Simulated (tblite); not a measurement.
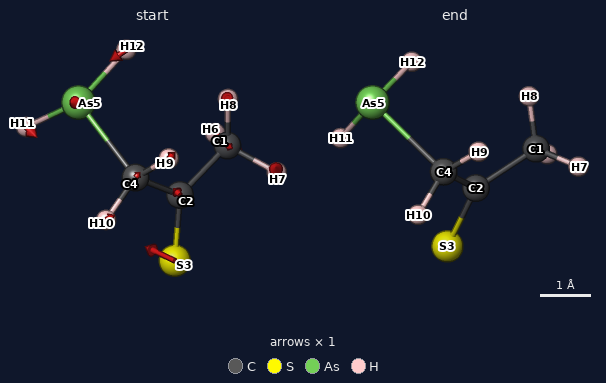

The structure of C$_{3}$H$_{7}$AsS before (left) and after (right) a relaxation, at one scale. The red arrows give the displacements, at their true length.

The picture is a ball-and-stick view, seen at a tilt.

Method: tblite, GFN2-xTB geometry optimisation, gas phase. 

Question: Describe what moved and what it gained.

Answer: S3 moves most after the best rigid fit: 0.92 Å. Largest moves by element: S 0.92 Å, H 0.73 Å, As 0.35 Å, C 0.25 Å. Some distances before and after: C2–S3 1.424 → 1.631 Å, As5–H11 1.573 → 1.495 Å, As5–H12 1.564 → 1.502 Å, C1–H7 1.135 → 1.092 Å. Bond angles that change, for instance: H11–As5–H12 111.0° → 89.4°, C4–As5–H11 110.2° → 94.3°, C4–As5–H12 106.1° → 95.3°. Groups turn about C1–C2 by about 50°, C2–C4 by about 25°. The energy falls by 53.4 kcal/mol in 108 geometry steps.
